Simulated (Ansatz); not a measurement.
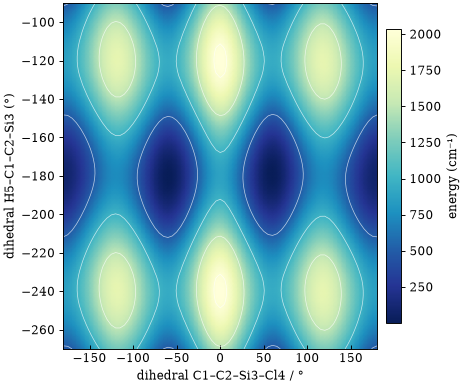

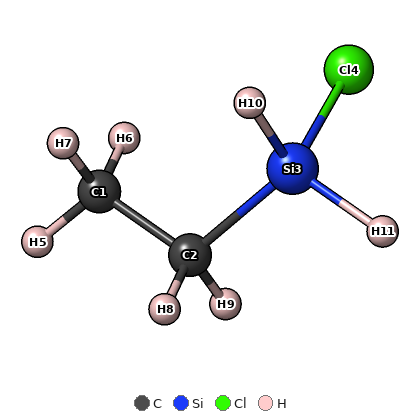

Energy landscape of C2H7ClSi, SMILES CC[SiH2]Cl. 
- Coordinates scanned: (1) dihedral C1–C2–Si3–Cl4; (2) dihedral H5–C1–C2–Si3.
- Nothing is relaxed (all other coordinates rigid).
- The grid has 12 × 11 points.
- Points are written as (first, second).
- All energies are given in cm⁻¹ relative to the lowest grid point.
- Method: RKS SPW92 (LDA)/def2-TZVP in Ansatz.

In the figure: a smooth colour map with a few white contour lines. Between grid points the surface is interpolated. The second picture is the structure at the lowest point.

Q: Summarise what can be read from the map.

A: The lowest grid point is at (−60°, −180°); the map holds 2 wells of about this depth. The energy also falls towards the edge at (60°, −270°) (450 cm⁻¹ above the lowest) and (−60°, −90°) (451 cm⁻¹ above the lowest), where a further well may lie outside the range. A higher local minimum lies near (−180°, −180°) (80 cm⁻¹ above the lowest at that grid point). The highest grid point, (0°, −234°), lies 2036 cm⁻¹ above the lowest. On the interpolated surface the easiest way out of the lowest well to the well at (−180°, −180°) passes a barrier of about 740 cm⁻¹. Round the minimum the contours are nearly round: the two directions are equally stiff and uncoupled.

Each point was launched as `ansatz run input.yaml --threads 1 --pin off --max-ram 2560MiB --backend cpu --events-out ev --progress --plain --runs-dir out`. The whole map (132 points run) took 9.1 min on 1 thread of Arm Neoverse V1, with other jobs on the host.
